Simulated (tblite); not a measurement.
# Geometry relaxation of C3H17BN2Si2 (part 3 of 3)

The same run, continued: C3H17BN2Si2; GFN2-xTB geometry optimisation, gas phase (tblite 0.8.0). It belongs to a series of runs on one base structure; here: H on C replaced by NHCH3.

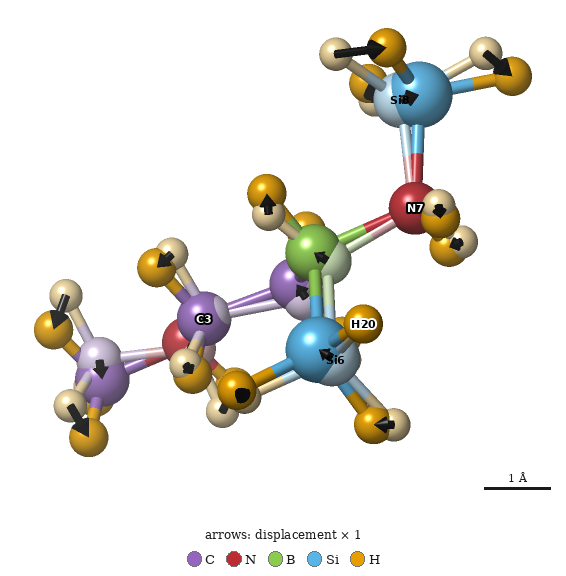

*Start (faint) and end (solid) with the displacements as black arrows, at true length (ball-and-stick view, seen at a tilt). The two geometries are laid on each other by the best rigid fit.*

H23 moves most after the best rigid fit: 0.91 Å. By element the largest moves are H 0.91 Å, C 0.30 Å, Si 0.30 Å, B 0.24 Å, N 0.14 Å. Among the contacts that change: B5–N7 1.545 → 1.692 Å, N2–H12 1.060 → 1.017 Å, N7–H22 1.050 → 1.016 Å, Si6–H20 1.457 → 1.490 Å. Among the angles that change: B5–Si6–H19 109.5° → 119.1°, Si6–B5–H17 106.1° → 114.8°, H18–Si6–H20 109.5° → 101.0°. The energy falls by 0.519 eV in 162 geometry steps. Largest force component: 1.9 eV/Å at the start, 0.006 eV/Å at the end. (Atoms are counted from 1 in the order of the input.)

Results in brief

- outcome: converged
- total energy: −697.2794 eV
- wall time: 4.1 s
- peak memory: 0.18 GiB
